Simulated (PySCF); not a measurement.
# C$_{4}$H$_{9}$FO$_{2}$Si$_{2}$ (SMILES CO[C@H]1C=C(F)[SiH2][SiH2]O1): what the fields show

Input

```
{"job": {"kind": "nmr", "xc": "PBE0", "basis": "pcSseg-1"}, "charge": 0, "multiplicity": 1}
C      1.999278    -1.254142     0.120069
O      0.847376    -0.849498    -0.590658
C      0.824137     0.511467    -0.924488
C     -0.247134     0.682621    -1.966448
C     -1.487235     0.296985    -1.698377
F     -2.434603     0.463910    -2.653809
Si    -2.040184    -0.342488     0.007057
Si    -0.562466     0.877546     1.300578
O      0.586470     1.296807     0.201818
H      2.888021    -1.176140    -0.515637
H      2.146388    -0.648506     1.018030
H      1.835928    -2.292851     0.398255
H      1.802049     0.826375    -1.323783
H      0.039413     1.103471    -2.918516
H     -3.468132    -0.006697     0.096788
H     -1.912196    -1.803297    -0.009452
H      0.071723     0.112160     2.386193
H     -0.897593     2.208593     1.795963
```

Command:

```sh
OMP_NUM_THREADS=1 python probes_run.py task.json out
```

Geometry: GFN2-xTB.

Method: PBE0/pcSseg-1, SCF density, gas phase, non-relativistic (PySCF).

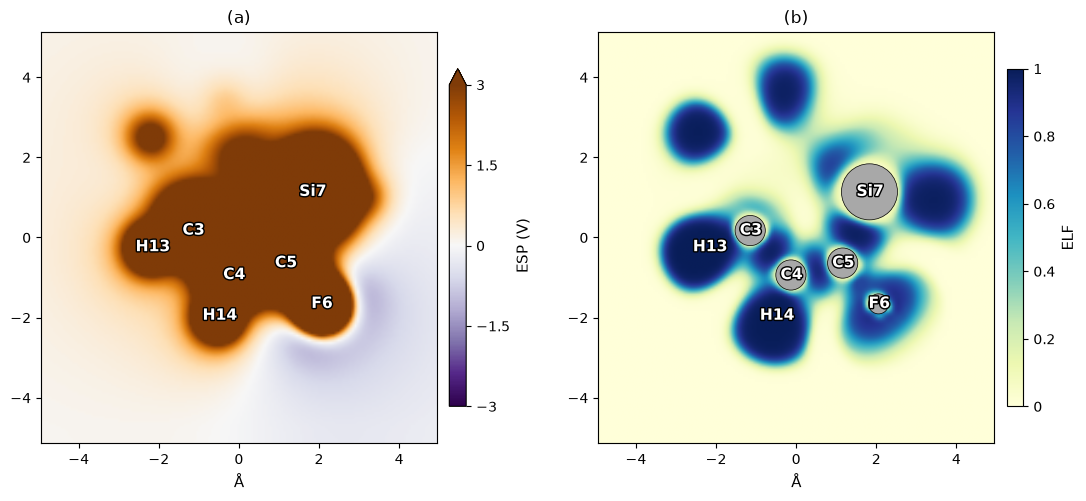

Figure 1. (a) electrostatic potential; (b) ELF on the plane of atoms C3, C4 and H14. Grey discs cover the atomic cores in the ELF map.

What do the fields say about this system?

Answer.
- Atoms in the plane: C, F, Si and H.
- C–C (1.33 Å): the ELF peaks at about 0.90 between the atoms; a short, multiple covalent bond.
- C–F (1.36 Å): the ELF peaks at about 0.80 between the atoms; a shared but strongly polarised pair.
- C–Si (1.90 Å): the ELF peaks at about 1 between the atoms: localised, covalent bonding.
- C–H (1.08 Å): the ELF climbs to about 1 towards the hydrogen, as it does in any bond to H (an ordinary covalent bond to hydrogen).
- The ELF also peaks beside F6, away from the bonds: lone-pair regions.
- Outside the dense part of the molecule the potential is most negative (−1.0 V) near F6.

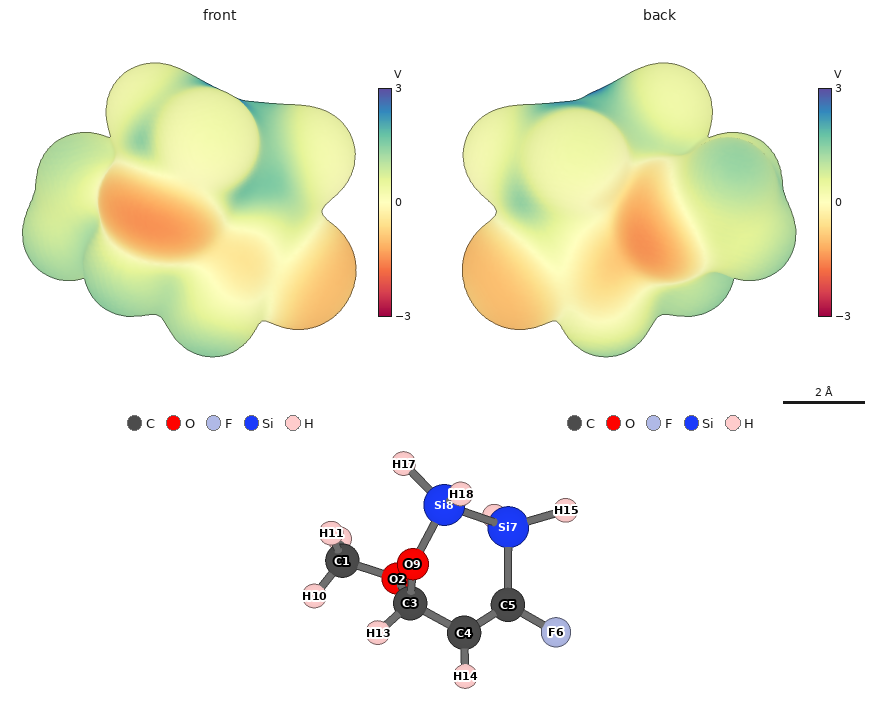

Figure 2. The electrostatic potential painted on the density surface at 0.004 e/bohr³, seen from the front and from behind; red is negative and blue positive. The bare structure is drawn below in the same view.

Where is the surface potential most negative and most positive?

Answer. The most negative region (about −1.4 V) lies over O2 and O9, the most positive (about +2.3 V) over Si8.
